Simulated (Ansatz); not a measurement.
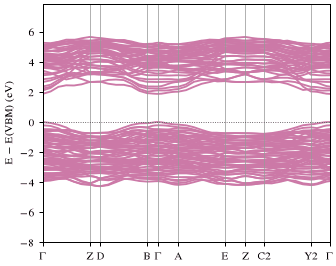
*Band structure from the program Ansatz at the r²SCAN level (PAW)*

Problem. Read off the gap and where the band edges lie.

Solution. About 1.9 eV (1.87 eV by a search for the band edges); maximum at Γ, minimum at Γ.

Problem. Pick the material that matches.
A. Y2S3, P2_1/m (Pearson symbol mP30)
B. EuCl3, Pm (Pearson symbol mP8)
C. PtI2, P2_1/c (Pt on 4e, I on 4e, I on 4e)
D. TaNO, P2_1/c (Ta on 4e, N on 4e, O on 4e)

Solution. A, Y2S3, P2_1/m (Pearson symbol mP30)

The first step of the workflow began from a Materials Project structure, measured or hypothetical; the Crystallography Open Database files this formula in space group No. 11, but the cells were not matched. Whether it is the stable phase at ambient conditions was not checked. The r²SCAN relaxation kept the symmetry of its start; its stability against distortions is not shown here. The run is not spin-polarised. Scalar-relativistic: spin–orbit coupling is off unless named, which matters more the heavier the elements.

Potentials: the later of the program's two PAW sets.
